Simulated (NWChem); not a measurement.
**ZrF4 (SMILES [F][Zr]([F])([F])[F]): levels of theory compared**

Aim: a comparison of 3 runs (HF/def2-SVP, SVWN5/3-21G, PBE0/def2-SVP) of ZrF4. 

Program for the calculation: NWChem 7.3.0.

### Step 1. The system as given

The species is ZrF4 (5 atoms), meant as a singlet with charge 0. As SMILES, `[F][Zr]([F])([F])[F]`. The shape comes from GFN2-xTB, which is rough for such elements, and wasn't checked as a minimum.

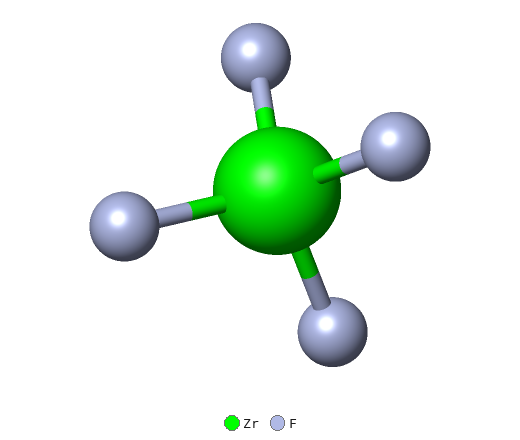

The structure, seen from a chosen angle (zirconium green, fluorine light blue).

### Step 2. Energy and gradient at HF/def2-SVP (core potential) (run 1)

File run.py:

```python
from ase import Atoms
from ase.calculators.nwchem import NWChem

system = Atoms(['Zr', 'F', 'F', 'F', 'F'], positions=[
    [-0.000130, -0.000070, 0.000060],
    [0.009190, -0.014960, 1.842790],
    [1.734080, 0.009340, -0.622800],
    [-0.875230, 1.507310, -0.597660],
    [-0.867910, -1.501620, -0.622380],
])

calc = NWChem(
    label='test',
    theory='scf',
    memory='2200 mb',
    basis='def2-SVP',
    basispar='spherical bse',
    scf={'nopen': '0', 'rhf': None, 'thresh': '1e-08', 'maxiter': '80'},
    **{'ecp bse': {'Zr library': 'def2-SVP'}},
)
system.calc = calc

forces = system.get_forces()
e = system.get_potential_energy()
print(f"E = {e:.6f} eV")
print("forces (eV/A):")
for s, f in zip(system.symbols, forces):
    print(f"{s:2s} {f[0]:10.5f} {f[1]:10.5f} {f[2]:10.5f}")
print("dipole (e A):", system.get_dipole_moment().round(4))
```

Run with:

```console
$ export ASE_NWCHEM_COMMAND="nwchem PREFIX.nwi > PREFIX.nwo"
$ python run.py
```

Standard output:

```text
E = -12089.741801 eV
forces (eV/A):
Zr    0.00406    0.00154    0.00612
F     0.01085   -0.01831    2.22550
F     2.09802    0.01121   -0.75344
F    -1.06053    1.82584   -0.72397
F    -1.05235   -1.82034   -0.75426
dipole (e A): [-0.0004 -0.0002  0.    ]
```

The calculator wrote test.nwi:

```
title "test"

permanent_dir test

scratch_dir test

start test

geometry units angstrom nocenter noautosym noautoz
  Zr -1.2999999999999999e-04 -6.9999999999999994e-05 6.0000000000000002e-05
  F  9.1900000000000003e-03 -1.4959999999999999e-02 1.8427899999999999e+00
  F  1.7340800000000001e+00 9.3399999999999993e-03 -6.2280000000000002e-01
  F  -8.7522999999999995e-01 1.5073099999999999e+00 -5.9765999999999997e-01
  F  -8.6790999999999996e-01 -1.5016200000000000e+00 -6.2238000000000004e-01
end

memory 2200 mb

basis spherical bse noprint
   * library def2-SVP
end

scf
  nopen 0
  rhf
  thresh 1e-08
  maxiter 80
end
ecp bse
  Zr library def2-SVP
end

task scf gradient
```

test.nwo, shortened:

```text
[...]
      One-electron energy =  -1053.699413732415
[... 1 line left out ...]
 Nuclear repulsion energy =    209.528830972613
[... 42 lines left out ...]
                       ROHF Final Molecular Orbital Analysis
[... 268 lines left out ...]
     1   1 0 0     -0.000820      0.000000     -0.000737
[...]
  wavefunction    =   RHF
                         RHF ENERGY GRADIENTS
    atom               coordinates                        gradient
                 x          y          z           x          y          z
   1 Zr     -0.000246  -0.000132   0.000113   -0.000079  -0.000030  -0.000119
   2 F       0.017367  -0.028270   3.482368   -0.000211   0.000356  -0.043279
   3 F       3.276936   0.017650  -1.176921   -0.040800  -0.000218   0.014652
   4 F      -1.653945   2.848403  -1.129414    0.020624  -0.035507   0.014079
   5 F      -1.640112  -2.837650  -1.176128    0.020465   0.035400   0.014668
[...]
```

Wall time 12 s (1 thread of Intel Xeon Platinum 8488C (Sapphire Rapids), shared host); peak memory 0.11 GiB.

### Step 3. Energy and gradient at SVWN5/3-21G (run 2)

File mymol.xyz:

```xyz
5
ZrF4
Zr    -0.000130    -0.000070     0.000060
F      0.009190    -0.014960     1.842790
F      1.734080     0.009340    -0.622800
F     -0.875230     1.507310    -0.597660
F     -0.867910    -1.501620    -0.622380
```

File run.py:

```python
from ase.io import read
from ase.calculators.nwchem import NWChem

atoms = read('mymol.xyz')

calc = NWChem(
    label='mymol',
    theory='dft',
    memory='2200 mb',
    basis='3-21G',
    basispar='spherical bse',
    dft={'xc': 'slater vwn_5', 'mult': '1', 'grid': 'xfine', 'convergence': 'energy 1e-08', 'iterations': '100', 'mulliken': None},
)
atoms.calc = calc

forces = atoms.get_forces()
print("Total energy (eV):", round(atoms.get_potential_energy(), 6))
print("forces (eV/A):")
for s, f in zip(atoms.symbols, forces):
    print(f"{s:2s} {f[0]:10.5f} {f[1]:10.5f} {f[2]:10.5f}")
print("dipole (e A):", atoms.get_dipole_moment().round(4))
```

Run with:

```console
$ export ASE_NWCHEM_COMMAND="nwchem PREFIX.nwi > PREFIX.nwo"
$ python run.py
```

Standard output:

```text
Total energy (eV): -106535.849702
forces (eV/A):
Zr    0.00375    0.00144    0.00596
F     0.00401   -0.00699    0.83921
F     0.79339    0.00422   -0.28493
F    -0.40191    0.69178   -0.27429
F    -0.39924   -0.69044   -0.28596
dipole (e A): [-0.0003 -0.0001 -0.    ]
```

The calculator wrote mymol.nwi:

```
title "mymol"

permanent_dir mymol

scratch_dir mymol

start mymol

geometry units angstrom nocenter noautosym noautoz
  Zr -1.2999999999999999e-04 -6.9999999999999994e-05 6.0000000000000002e-05
  F  9.1900000000000003e-03 -1.4959999999999999e-02 1.8427899999999999e+00
  F  1.7340800000000001e+00 9.3399999999999993e-03 -6.2280000000000002e-01
  F  -8.7522999999999995e-01 1.5073099999999999e+00 -5.9765999999999997e-01
  F  -8.6790999999999996e-01 -1.5016200000000000e+00 -6.2238000000000004e-01
end

memory 2200 mb

basis spherical bse noprint
   * library 3-21G
end

dft
  xc slater vwn_5
  mult 1
  grid xfine
  convergence energy 1e-08
  iterations 100
  mulliken
end

task dft gradient
```

mymol.nwo, shortened:

```text
[...]
         Total DFT energy =    -3915.120295829626
[...]
  wavefunction    = closed shell
                         DFT ENERGY GRADIENTS
    atom               coordinates                        gradient
                 x          y          z           x          y          z
   1 Zr     -0.000246  -0.000132   0.000113   -0.000073  -0.000028  -0.000116
   2 F       0.017367  -0.028270   3.482368   -0.000078   0.000136  -0.016320
   3 F       3.276936   0.017650  -1.176921   -0.015429  -0.000082   0.005541
   4 F      -1.653945   2.848403  -1.129414    0.007816  -0.013453   0.005334
   5 F      -1.640112  -2.837650  -1.176128    0.007764   0.013427   0.005561
[...]
```

Wall time 9.3 s (1 thread of Intel Xeon Platinum 8488C (Sapphire Rapids), shared host); peak memory 0.12 GiB.

### Step 4. Energy and gradient at PBE0/def2-SVP (core potential) (run 3)

File m1.nw:

```
echo
start m1
title "F4Zr gradient"
memory stack 880 mb heap 220 mb global 1100 mb
charge 0

geometry units angstroms noautosym nocenter noautoz
Zr    -0.000130    -0.000070     0.000060
F      0.009190    -0.014960     1.842790
F      1.734080     0.009340    -0.622800
F     -0.875230     1.507310    -0.597660
F     -0.867910    -1.501620    -0.622380
end

basis spherical bse
* library def2-SVP
end

ecp bse
Zr library def2-SVP
end

dft
xc pbe0
grid xfine
convergence energy 1e-08
maxiter 100
mulliken
noprint "final vectors analysis"
end

task dft gradient
```

Run with:

```console
$ nwchem m1.nw > m1.out
```

Standard output:

```text
[...]
          Wavefunction type:  closed shell.
          No. of atoms     :     5
          No. of electrons :    48
[...]
          Charge           :     0
          Spin multiplicity:     1
[...]
          AO basis - number of functions:    87
[...]
              XC Information
              --------------
                         PBE0 Method XC Functional
                     Hartree-Fock (Exact) Exchange  0.250
          PerdewBurkeErnzerhof Exchange Functional  0.750
            Perdew 1991 LDA Correlation Functional  1.000 local
           PerdewBurkeErnz. Correlation Functional  1.000 non-local
[...]
 d= 0,ls=0.0,diis     1   -445.7721308354 -6.55D+02  3.14D-02  2.36D+00     2.4
[...]
 d= 0,ls=0.0,diis     7   -446.0544551563 -6.71D-09  7.35D-06  3.19D-07    14.8
         Total DFT energy =     -446.054455156337
      One electron energy =    -1054.171714833029
           Coulomb energy =      446.147006633736
    Exchange-Corr. energy =      -47.558577929657
 Nuclear repulsion energy =      209.528830972613
[...]
      Total Density - Mulliken Population Analysis
     ---------------------------------------------
    Atom       Charge   Shell Charges
 -----------   ------   -------------------------------------------------------
    1 Zr  12    10.63  -0.49  1.65  0.88  0.13 -0.00  5.91  0.35  0.09  1.58  0.31  0.22
    2 F    9     9.34   1.99  1.13  0.81  3.33  2.07  0.00
    3 F    9     9.34   1.99  1.13  0.81  3.33  2.07  0.00
    4 F    9     9.34   1.99  1.13  0.81  3.33  2.07  0.00
    5 F    9     9.34   1.99  1.13  0.81  3.34  2.07  0.00
[...]
  wavefunction    = closed shell
                         DFT ENERGY GRADIENTS
    atom               coordinates                        gradient
                 x          y          z           x          y          z
   1 Zr     -0.000246  -0.000132   0.000113   -0.000124  -0.000051  -0.000146
   2 F       0.017367  -0.028270   3.482368   -0.000188   0.000313  -0.038137
   3 F       3.276936   0.017650  -1.176921   -0.035955  -0.000193   0.012911
   4 F      -1.653945   2.848403  -1.129414    0.018195  -0.031330   0.012421
   5 F      -1.640112  -2.837650  -1.176128    0.018071   0.031261   0.012952
[...]
```

Run time: 20 s. Hardware: 1 thread of Intel Xeon Platinum 8488C (Sapphire Rapids), shared host; peak memory 0.15 GiB.

### Step 5. The series

| run | level | core potential | iteration cap | energy (Eh) | dipole moment (D) | HOMO energy (eV) | LUMO energy (eV) | wall time |
| --- | --- | --- | --- | --- | --- | --- | --- | --- |
| 1 | HF/def2-SVP (core potential) | def2-SVP | 80 | -444.289820 | 0.00 | -17.57 | 1.42 | 12 s |
| 2 | SVWN5/3-21G | – | 100 | -3915.120296 | 0.00 | -9.17 | -1.68 | 9.3 s |
| 3 | PBE0/def2-SVP (core potential) | def2-SVP | 100 | -446.054455 | 0.00 | – | – | 20 s |

### Step 6. Summary of results

```
                       quantity          value
            run 3: total energy  -446.05446 Eh
           run 3: dipole moment         0.00 D
run 3: largest force on an atom     1.973 eV/Å
```

In words: Totals of different functionals can't be ranked against each other. Some runs of one species differ in core potentials or relativity; totals across that change don't compare. In run 2 relativity is left out where basis or elements ask for it. All runs together took 41 s, the longest 20 s.
